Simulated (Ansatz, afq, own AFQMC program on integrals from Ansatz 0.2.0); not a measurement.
**GaH₂SO (doublet): AFQMC on the coupled-cluster ladder as a fragment species, def2-TZVP**

Aim: compute GaH₂SO (doublet) with auxiliary-field quantum Monte Carlo on the same integrals as coupled cluster, and set the energies side by side.

Program: Ansatz 0.2.0, Gaussian basis, and an in-house AFQMC program (afq) on its integrals; all values are calculated. Level of theory: def2-TZVP, frozen cores. These are calculated values, not measurements.

To be run: PBE (unrestricted); r2SCAN (unrestricted); CCSD(T) on UHF; PBE0 (unrestricted); B3LYP (unrestricted); CCSD(T) on UHF; wB97M-V (unrestricted); B2PLYP (unrestricted); CCSD(T) on UHF; Phaseless AFQMC, CISD trial on UHF.

1 further run of the same task is left out (it didn't finish).

## 1. What is computed

The geometry is a PBE0/def2-SVP stationary point (not a proven minimum). No spin-orbit coupling is included. The filled d shell of Ga may be among the frozen orbitals whatever the setting's name suggests; the logs give the count.

5 atoms, charge 0, spin multiplicity 2.

Atoms are counted from 1 here; the program's logs count them from 0.

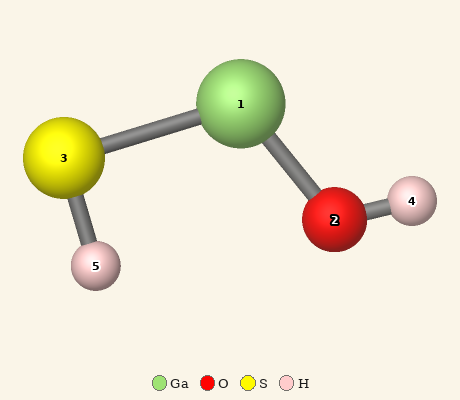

The structure; gallium green, oxygen red, sulfur yellow, hydrogen pink; atoms are numbered from 1 in the order of the file.

As a file:

```
Ga   -0.1851    0.0943   -0.0178
O    -0.8363   -1.0863   -1.2089
S    -1.6956    1.6459    0.5513
H    -0.2262   -1.7773   -1.4891
H    -2.6047    1.0768   -0.2758
```

## 2. PBE (unrestricted)

Contents of in.yaml:

```yaml
crystal:
  periodic: [false, false, false]
  atoms:
    - {symbol: Ga, position_ang: [-0.185070, 0.094292, -0.017813]}
    - {symbol: O, position_ang: [-0.836269, -1.086302, -1.208925]}
    - {symbol: S, position_ang: [-1.695591, 1.645871, 0.551314]}
    - {symbol: H, position_ang: [-0.226223, -1.777263, -1.489149]}
    - {symbol: H, position_ang: [-2.604717, 1.076752, -0.275758]}
basis:
  gaussian: {orbitals: def2-TZVP}
magnetization: {spin_polarized: true, initial_magnetization: 1}
hamiltonian: {xc: {name: PBE}}
output: {orbitals: {seedname: orbitals}}
```

Run with:

```sh
ansatz run in.yaml --threads 1 --pin off --events-out ev --progress --plain --max-ram 5632MiB --backend cpu
```

The log of the run:

```text
Functional definition: PBE
  name "PBE"
  cite "Perdew, Burke & Ernzerhof, Phys. Rev. Lett. 77, 3865 (1996) doi:10.1103/PhysRevLett.77.3865"
  parent pbe
  parameter kappa = 0.804
  parameter beta = 0.06672455060314922
  exchange = pbe_x(kappa = kappa, mu = beta*pi^2/3)
  correlation = pbe_c(beta = beta)
868 factors; their error is unknown
mean field evaluation 1: about -65270.9516 eV, gradient 5.4e1 eV
mean field evaluation 2: about -65146.4191 eV, gradient 1.4e2 eV
mean field evaluation 4: about -65278.7078 eV, gradient 2.0e1 eV
mean field evaluation 8: about -65280.5615 eV, gradient 2.8e-1 eV
mean field evaluation 16: about -65280.5451 eV, gradient 2.5e-4 eV
mean field -65280.54513363 eV, -2399.0157849183 hartree, gradient 3.8e-5 eV, S^2 0.752128; 0 other end points of the search recorded, 0 dependent functions left out
reference -65280.54516597 eV, -2399.0157861065 hartree; 29, 28 occupied and 99, 100 virtual orbitals, 868 factors
Total energy: -65280.54516597 eV, -2399.0157861065 hartree
```

It took 2.9 s on 1 thread of AMD EPYC 7R13 (Zen 3), shared host; peak memory 3.4 GiB.

From the report: ⟨S²⟩ of the determinant 0.752 (pure doublet: 0.75).

## 3. r2SCAN (unrestricted)

in.yaml, as its differences from that of step 2:

```diff
@@ -11,3 +11,2 @@
 magnetization: {spin_polarized: true, initial_magnetization: 1}
-hamiltonian: {xc: {name: PBE}}
-output: {orbitals: {seedname: orbitals}}
+hamiltonian: {xc: {name: r2SCAN}}
```

Launched as before.

The log of the run:

```text
Functional definition: r2SCAN
  name "r2SCAN"
  cite "Furness, Kaplan, Ning, Perdew & Sun, J. Phys. Chem. Lett. 11, 8208 (2020) doi:10.1021/acs.jpclett.0c02405"
  cite "Furness, Kaplan, Ning, Perdew & Sun, J. Phys. Chem. Lett. 11, 9248 (2020) doi:10.1021/acs.jpclett.0c03077"
  parent r2scan
  parameter k0 = 0.174
  parameter k1 = 0.065
  parameter a1 = 4.9479
  exchange = r2scan_x(k0 = k0, k1 = k1, a1 = a1)
  correlation = r2scan_c
868 factors; their error is unknown
mean field evaluation 1: about -65285.2405 eV, gradient 4.9e1 eV
mean field evaluation 2: about -65186.3709 eV, gradient 1.3e2 eV
mean field evaluation 4: about -65292.1447 eV, gradient 1.6e1 eV
mean field evaluation 8: about -65293.3007 eV, gradient 1.8e-1 eV
mean field evaluation 16: about -65293.2781 eV, gradient 2.2e-3 eV
mean field -65293.27814863 eV, -2399.4837145885 hartree, gradient 7.4e-5 eV, S^2 0.754519; 0 other end points of the search recorded, 0 dependent functions left out
reference -65293.27816069 eV, -2399.4837150319 hartree; 29, 28 occupied and 99, 100 virtual orbitals, 868 factors
Total energy: -65293.27816069 eV, -2399.4837150319 hartree
```

Wall time 7 s (1 thread of AMD EPYC 7R13 (Zen 3), shared host); peak memory 3.4 GiB.

From the report: ⟨S²⟩ of the determinant 0.755 (pure doublet: 0.75).

## 4. CCSD(T) on UHF

in.yaml, as its differences from that of step 3:

```diff
@@ -11,2 +11,2 @@
 magnetization: {spin_polarized: true, initial_magnetization: 1}
-hamiltonian: {xc: {name: r2SCAN}}
+correlation: {method: ccsd_t, electrons: outside_noble_gas, hamiltonian_folder: ham}
```

Run with:

```sh
ansatz run in.yaml --threads 1 --pin off --events-out ev --progress --plain --max-ram 16896MiB --backend cuda --devices 0, --max-vram 18GiB
```

The log of the run, shortened:

```text
Functional definition: HF
  name "HF"
  cite "Fock, Z. Phys. 61, 126 (1930) doi:10.1007/BF01340294"
  parent pbe
[...]
848 factors; integrals over basis functions are off by at most 1.2e-3 eV
[...]
mean field -65222.98354259 eV, -2396.9004354642 hartree, gradient 2.5e-6 eV, S^2 0.758157; 1 other end points of the search recorded, 0 dependent functions left out
determinant -65222.98354259 eV, -2396.9004354642 hartree, with singles and doubles -65236.44434573 eV, -2397.3951108554 hartree
determinant -65219.95282991 eV, -2396.7890588276 hartree, with singles and doubles -65233.40821307 eV, -2397.2835350383 hartree
20 core orbitals not correlated, not the lowest: weight in the atoms' cores, before any rotation towards them, 0.793 or more for the frozen orbitals, at most 0.209 for the correlated occupied ones
reference -65222.98354259 eV, -2396.9004354642 hartree; 9, 8 occupied and 99, 100 virtual orbitals, 848 factors
second order -12.77291157 eV of doubles, -0.00000000 eV of singles
cycle   1  -13.38940855 eV  change   -8.4e-1 eV  update   2.4e-2
[...]
cycle   9  -13.41959528 eV  change    1.3e-5 eV  update   1.5e-5
perturbative correction -0.55453090 eV, -0.0203786348 hartree
Total energy: -65236.95766878 eV, -2397.4139751295 hartree
```

Wall time 12 s (1 × NVIDIA H100 80GB HBM3 with 1 thread of AMD EPYC 7R13 (Zen 3), shared host); peak host memory 3.4 GiB.

From the report: ⟨S²⟩ of the determinant 0.758 (pure doublet: 0.75); correlation -13.9741 eV; T1 0.017; largest double amplitude 0.04.

This run also writes the integrals to the folder ham.

## 5. PBE0 (unrestricted)

in.yaml, as its differences from that of step 4:

```diff
@@ -11,2 +11,3 @@
 magnetization: {spin_polarized: true, initial_magnetization: 1}
-correlation: {method: ccsd_t, electrons: outside_noble_gas, hamiltonian_folder: ham}
+hamiltonian: {xc: {name: PBE0}}
+output: {orbitals: {seedname: orbitals}}
```

Run with:

```sh
ansatz run in.yaml --threads 1 --pin off --events-out ev --progress --plain --max-ram 5632MiB --backend cpu
```

The log of the run:

```text
Functional definition: PBE0
  name "PBE0"
  cite "Adamo & Barone, J. Chem. Phys. 110, 6158 (1999) doi:10.1063/1.478522"
  cite "Perdew, Burke & Ernzerhof, Phys. Rev. Lett. 77, 3865 (1996) doi:10.1103/PhysRevLett.77.3865"
  parent pbe
  parameter a = 0.25
  parameter kappa = 0.804
  parameter beta = 0.06672455060314922
  exchange = (1 - a)*pbe_x(kappa = kappa, mu = beta*pi^2/3) + a*exact_x
  correlation = pbe_c(beta = beta)
923 factors; their error is unknown
mean field evaluation 1: about -65275.3657 eV, gradient 4.4e1 eV
mean field evaluation 2: about -65225.3688 eV, gradient 1.1e2 eV
mean field evaluation 4: about -65281.8337 eV, gradient 8.9e0 eV
mean field evaluation 8: about -65282.1520 eV, gradient 1.6e-1 eV
mean field evaluation 16: about -65282.3677 eV, gradient 6.0e-4 eV
mean field -65282.36766026 eV, -2399.0827615364 hartree, gradient 2.5e-5 eV, S^2 0.753545; 0 other end points of the search recorded, 0 dependent functions left out
reference -65282.36768452 eV, -2399.0827624281 hartree; 29, 28 occupied and 99, 100 virtual orbitals, 923 factors
Total energy: -65282.36768452 eV, -2399.0827624281 hartree
```

Run time: 4.2 s. Hardware: 1 thread of AMD EPYC 7R13 (Zen 3), shared host; peak memory 3.4 GiB.

From the report: ⟨S²⟩ of the determinant 0.754 (pure doublet: 0.75).

## 6. B3LYP (unrestricted)

in.yaml, as its differences from that of step 5:

```diff
@@ -11,3 +11,2 @@
 magnetization: {spin_polarized: true, initial_magnetization: 1}
-hamiltonian: {xc: {name: PBE0}}
-output: {orbitals: {seedname: orbitals}}
+hamiltonian: {xc: {name: B3LYP}}
```

Launched as before.

The log of the run, shortened:

```text
Functional definition: B3LYP
  name "B3LYP"
  cite "Stephens, Devlin, Chabalowski & Frisch, J. Phys. Chem. 98, 11623 (1994) doi:10.1021/j100096a001"
  cite "Becke, Phys. Rev. A 38, 3098 (1988) doi:10.1103/PhysRevA.38.3098"
  cite "Lee, Yang & Parr, Phys. Rev. B 37, 785 (1988) doi:10.1103/PhysRevB.37.785"
  cite "Vosko, Wilk & Nusair, Can. J. Phys. 58, 1200 (1980) doi:10.1139/p80-159"
[...]
913 factors; their error is unknown
[...]
mean field -65297.11094911 eV, -2399.6245674082 hartree, gradient 1.7e-5 eV, S^2 0.752836; 0 other end points of the search recorded, 0 dependent functions left out
reference -65297.11115582 eV, -2399.6245750050 hartree; 29, 28 occupied and 99, 100 virtual orbitals, 913 factors
Total energy: -65297.11115582 eV, -2399.6245750050 hartree
```

Wall time 4.3 s (1 thread of AMD EPYC 7R13 (Zen 3), shared host); peak memory 3.4 GiB.

From the report: ⟨S²⟩ of the determinant 0.753 (pure doublet: 0.75).

## 7. CCSD(T) on UHF

in.yaml, as its differences from that of step 6:

```diff
@@ -9,4 +9,4 @@
 basis:
-  gaussian: {orbitals: def2-TZVP}
+  gaussian: {orbitals: def2-TZVPP}
 magnetization: {spin_polarized: true, initial_magnetization: 1}
-hamiltonian: {xc: {name: B3LYP}}
+correlation: {method: ccsd_t, electrons: outside_noble_gas}
```

Run with:

```sh
ansatz run in.yaml --threads 1 --pin off --events-out ev --progress --plain --max-ram 16896MiB --backend cuda --devices 0, --max-vram 18GiB
```

The log of the run, shortened:

```text
Functional definition: HF
  name "HF"
  cite "Fock, Z. Phys. 61, 126 (1930) doi:10.1007/BF01340294"
  parent pbe
[...]
919 factors; integrals over basis functions are off by at most 5.5e-4 eV
[...]
mean field -65223.04576983 eV, -2396.9027222731 hartree, gradient 2.4e-6 eV, S^2 0.758166; 1 other end points of the search recorded, 0 dependent functions left out
determinant -65223.04576983 eV, -2396.9027222731 hartree, with singles and doubles -65236.75756941 eV, -2397.4066216134 hartree
determinant -65220.01020024 eV, -2396.7911671481 hartree, with singles and doubles -65233.70907994 eV, -2397.2945916915 hartree
20 core orbitals not correlated, not the lowest: weight in the atoms' cores, before any rotation towards them, 0.792 or more for the frozen orbitals, at most 0.210 for the correlated occupied ones
reference -65223.04576983 eV, -2396.9027222731 hartree; 9, 8 occupied and 120, 121 virtual orbitals, 919 factors
second order -13.03872343 eV of doubles, -0.00000000 eV of singles
cycle   1  -13.61174358 eV  change   -9.6e-1 eV  update   2.5e-2
[...]
cycle   9  -13.64764128 eV  change    1.2e-5 eV  update   1.5e-5
perturbative correction -0.57475596 eV, -0.0211218919 hartree
Total energy: -65237.26816707 eV, -2397.4253857314 hartree
```

It took 9 s on 1 × NVIDIA H100 80GB HBM3 with 1 thread of AMD EPYC 7R13 (Zen 3), shared host; peak host memory 3.4 GiB.

From the report: ⟨S²⟩ of the determinant 0.758 (pure doublet: 0.75); correlation -14.2224 eV; T1 0.017; largest double amplitude 0.03.

## 8. wB97M-V (unrestricted)

in.yaml, as its differences from that of step 7:

```diff
@@ -9,4 +9,5 @@
 basis:
-  gaussian: {orbitals: def2-TZVPP}
+  gaussian: {orbitals: def2-TZVP}
 magnetization: {spin_polarized: true, initial_magnetization: 1}
-correlation: {method: ccsd_t, electrons: outside_noble_gas}
+hamiltonian: {xc: {name: wB97M-V}}
+output: {orbitals: {seedname: orbitals}}
```

Run with:

```sh
ansatz run in.yaml --threads 1 --pin off --events-out ev --progress --plain --max-ram 5632MiB --backend cpu
```

The log of the run, shortened:

```text
Functional definition: wB97M-V
  name "wB97M-V"
  cite "Mardirossian & Head-Gordon, J. Chem. Phys. 144, 214110 (2016) doi:10.1063/1.4952647"
  cite "Becke, J. Chem. Phys. 107, 8554 (1997) doi:10.1063/1.475007"
  cite "Vydrov & Van Voorhis, J. Chem. Phys. 133, 244103 (2010) doi:10.1063/1.3521275"
  # Of w^i u^j: cxij and so on, Table III.
[...]
  gx(w, u) = 1 - cx + cx01*u + cx10*w
  gss(w, u) = css00 + css04*u^4 + css10*w + css20*w^2 + css43*w^4*u^3
  gos(w, u) = cos00 + cos10*w + (cos20 + cos21*u)*w^2 + (cos60 + cos61*u)*w^6
[...]
      + integral(e_c_pw_mod_opposite_spin*gos(b97_w_opposite, b97_u_opposite)) + vv10(b, c)
906 factors; their error is unknown
194 factors; integrals over basis functions are off by at most 1.3e-5 eV
[...]
mean field -65291.11712892 eV, -2399.4042985790 hartree, gradient 6.6e-5 eV, S^2 0.753705; 0 other end points of the search recorded, 0 dependent functions left out
reference -65291.11716707 eV, -2399.4042999811 hartree; 29, 28 occupied and 99, 100 virtual orbitals, 906 factors
Total energy: -65291.11716707 eV, -2399.4042999811 hartree
```

Wall time 15 s (1 thread of AMD EPYC 7R13 (Zen 3), shared host); peak memory 3.4 GiB.

From the report: ⟨S²⟩ of the determinant 0.754 (pure doublet: 0.75).

## 9. B2PLYP (unrestricted)

in.yaml, as its differences from that of step 8:

```diff
@@ -11,3 +11,3 @@
 magnetization: {spin_polarized: true, initial_magnetization: 1}
-hamiltonian: {xc: {name: wB97M-V}}
-output: {orbitals: {seedname: orbitals}}
+hamiltonian: {xc: {name: B2PLYP}}
+correlation: {electrons: outside_noble_gas}
```

Launched as before.

The log of the run, shortened:

```text
Functional definition: B2PLYP
  name "B2PLYP"
  cite "Grimme, J. Chem. Phys. 124, 034108 (2006) doi:10.1063/1.2148954"
  cite "Becke, Phys. Rev. A 38, 3098 (1988) doi:10.1103/PhysRevA.38.3098"
  cite "Lee, Yang & Parr, Phys. Rev. B 37, 785 (1988) doi:10.1103/PhysRevB.37.785"
[...]
848 factors; integrals over basis functions are off by at most 1.2e-3 eV
[...]
mean field -65274.90716678 eV, -2398.8085934581 hartree, gradient 2.5e-6 eV, S^2 0.755713; 1 other end points of the search recorded, 0 dependent functions left out
20 core orbitals not correlated, not the lowest: weight in the atoms' cores, before any rotation towards them, 0.882 or more for the frozen orbitals, at most 0.118 for the correlated occupied ones
reference -65274.90729742 eV, -2398.8085982590 hartree; 9, 8 occupied and 99, 100 virtual orbitals, 848 factors
second order -15.77199538 eV of doubles, -0.00000000 eV of singles
Total energy: -65279.16573617 eV, -2398.9650929967 hartree
```

It took 8 s on 1 thread of AMD EPYC 7R13 (Zen 3), shared host; peak memory 3.4 GiB.

From the report: ⟨S²⟩ of the determinant 0.756 (pure doublet: 0.75).

## 10. CCSD(T) on UHF

in.yaml, as its differences from that of step 9:

```diff
@@ -9,5 +9,4 @@
 basis:
-  gaussian: {orbitals: def2-TZVP}
+  gaussian: {orbitals: "def2-QZVPP.json"}
 magnetization: {spin_polarized: true, initial_magnetization: 1}
-hamiltonian: {xc: {name: B2PLYP}}
-correlation: {electrons: outside_noble_gas}
+correlation: {method: ccsd_t, electrons: outside_noble_gas}
```

Run with:

```sh
ansatz run in.yaml --threads 1 --pin off --events-out ev --progress --plain --max-ram 16896MiB --backend cuda --devices 0, --max-vram 18GiB
```

The log of the run, shortened:

```text
Functional definition: HF
  name "HF"
  cite "Fock, Z. Phys. 61, 126 (1930) doi:10.1007/BF01340294"
  parent pbe
[...]
1739 factors; integrals over basis functions are off by at most 5.2e-4 eV
[...]
mean field -65224.55169526 eV, -2396.9580640117 hartree, gradient 8.3e-6 eV, S^2 0.758273; 2 other end points of the search recorded, 0 dependent functions left out
determinant -65224.55169526 eV, -2396.9580640117 hartree, with singles and doubles -65239.35045159 eV, -2397.5019082760 hartree
determinant -65221.56519777 eV, -2396.8483122535 hartree, with singles and doubles -65236.30238784 eV, -2397.3898939990 hartree
20 core orbitals not correlated, not the lowest: weight in the atoms' cores, before any rotation towards them, 0.796 or more for the frozen orbitals, at most 0.206 for the correlated occupied ones
reference -65224.55169526 eV, -2396.9580640117 hartree; 9, 8 occupied and 247, 248 virtual orbitals, 1739 factors
second order -14.11704320 eV of doubles, -0.00000000 eV of singles
cycle   1  -14.53374504 eV  change    -1.2e0 eV  update   2.7e-2
[...]
cycle  10  -14.58084298 eV  change    1.2e-5 eV  update   5.7e-6
perturbative correction -0.66428143 eV, -0.0244118922 hartree
Total energy: -65239.79681967 eV, -2397.5183120002 hartree
```

It took 25 s on 1 × NVIDIA H100 80GB HBM3 with 1 thread of AMD EPYC 7R13 (Zen 3), shared host; peak host memory 3.4 GiB.

From the report: ⟨S²⟩ of the determinant 0.758 (pure doublet: 0.75); correlation -15.2451 eV; T1 0.016; largest double amplitude 0.03.

## 11. Phaseless AFQMC, CISD trial on UHF

It reads the integrals that the CCSD(T) run on this determinant wrote.

Run with:

```sh
afq ham --method phaseless --trial cisd --walkers 1200 --populations 20 --least-time 60 --time-step 0.005 --steps-per-block 50 --equilibration-blocks 28 --max-blocks 4000 --target-error 0.00024 --factor-cut 1e-05 --start spin_pure --seed 5079 --release-times 0.24,0.51,0.99,1.5 --release-step 0.03 --release-every 4 --taylor-order 6
```

The log of the run:

```text
orbitals 108  electrons 9 8  factors 799 of 848
reference energy -2396.90043546 Eh
CCSD correlation -0.49316107 Eh in 13 cycles, weight of the determinant in the CISD state 0.8332
energy of the start -2397.393109 Eh
 block  time / (1/Eh)  mean weight  energy / Eh
     1     0.250  1.0004  -2397.384382
     2     0.500  0.9992  -2397.393937
     3     0.750  1.0001  -2397.400432
     4     1.000  1.0005  -2397.405539
     5     1.250  0.9990  -2397.405895
     6     1.500  1.0001  -2397.409392
     7     1.750  1.0009  -2397.413159
     8     2.000  1.0000  -2397.413854
     9     2.250  1.0006  -2397.413884
    10     2.500  0.9998  -2397.410172
    13     3.250  1.0010  -2397.413702
    16     4.000  1.0007  -2397.416241
    19     4.750  1.0000  -2397.417307
    22     5.500  1.0009  -2397.420486
    25     6.250  1.0005  -2397.415783
    28     7.000  0.9996  -2397.417044
    31     7.750  0.9990  -2397.415607
    34     8.500  1.0008  -2397.416624
    37     9.250  1.0004  -2397.411952
    40    10.000  1.0003  -2397.414225
    43    10.750  0.9997  -2397.415931
    46    11.500  0.9993  -2397.415259
    49    12.250  1.0002  -2397.417591
    52    13.000  1.0009  -2397.414512
    55    13.750  1.0000  -2397.417143
    58    14.500  0.9996  -2397.414543
    61    15.250  1.0002  -2397.413373
    64    16.000  1.0006  -2397.413319
    67    16.750  1.0005  -2397.415279
    70    17.500  1.0000  -2397.419394
    73    18.250  0.9997  -2397.416716
    76    19.000  0.9996  -2397.419770
    79    19.750  0.9993  -2397.416409
    82    20.500  0.9997  -2397.415808
    85    21.250  0.9997  -2397.412209
    88    22.000  1.0002  -2397.415802
    91    22.750  0.9998  -2397.417116
    94    23.500  1.0000  -2397.419508
    97    24.250  1.0007  -2397.414672
   100    25.000  0.9994  -2397.416057
   103    25.750  0.9996  -2397.414595
   106    26.500  0.9998  -2397.411903
   109    27.250  0.9999  -2397.416893
   112    28.000  1.0013  -2397.416435
   115    28.750  0.9997  -2397.418745
   118    29.500  0.9999  -2397.417528
   121    30.250  0.9995  -2397.419158
   124    31.000  0.9990  -2397.418593
   127    31.750  0.9997  -2397.414327
   130    32.500  0.9999  -2397.416901
   133    33.250  0.9996  -2397.414695
   136    34.000  0.9998  -2397.413358
   139    34.750  0.9993  -2397.422133
   142    35.500  1.0005  -2397.417420
   145    36.250  0.9993  -2397.415818
error from the spread of 20 populations
released: time / (1/Eh)  energy / Eh  error  mean overlap
  0.24  -2397.416473  0.000325  0.9957
  0.51  -2397.416188  0.000349  0.9976
  0.99  -2397.416693  0.000397  0.9922
  1.50  -2397.416493  0.000626  0.9935
energy -2397.415821 +/- 0.000357 Eh
```

Wall time 6 min (1 × NVIDIA H100 80GB HBM3 with 2 threads of AMD EPYC 7R13 (Zen 3), shared host); peak host memory 3.4 GiB.

Energy -65237.0079 ± 0.0097 eV. Caveats: constraint bias not in the error.

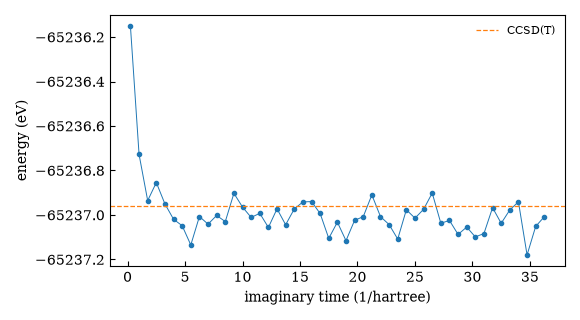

Block energies along the walk.

## 12. AFQMC on the ladder

On the UHF determinant, counted from CCSD(T) (a yardstick, not exact):

```tsv
level	energy (eV)	from CCSD(T) (meV)	statistical error (meV)	time
HF	-65222.9835	+13974.1		
MP2	-65235.7565	+1201.2		
CCSD	-65236.4031	+554.5		
CCSD(T)	-65236.9577	0.0		
Phaseless AFQMC, CISD trial, step 0.005, 1200 walkers	-65237.0079	-50.2	9.7	6 min
```

The functionals' totals stand on their own zeros and serve differences with other points: PBE -65280.545 eV; r2SCAN -65293.278 eV; PBE0 -65282.368 eV; B3LYP -65297.111 eV; wB97M-V -65291.117 eV; B2PLYP -65279.166 eV.

## 13. What came out

| quantity | value |
| --- | --- |
| Phaseless AFQMC, CISD trial on UHF from CCSD(T) | -50.2 ± 9.7 meV |

On UHF the phaseless walk with the CISD trial lies -50.2 meV from CCSD(T), 5 times its error bar. Error bars are statistical and leave out the constraint, the time step and what remains of the start.
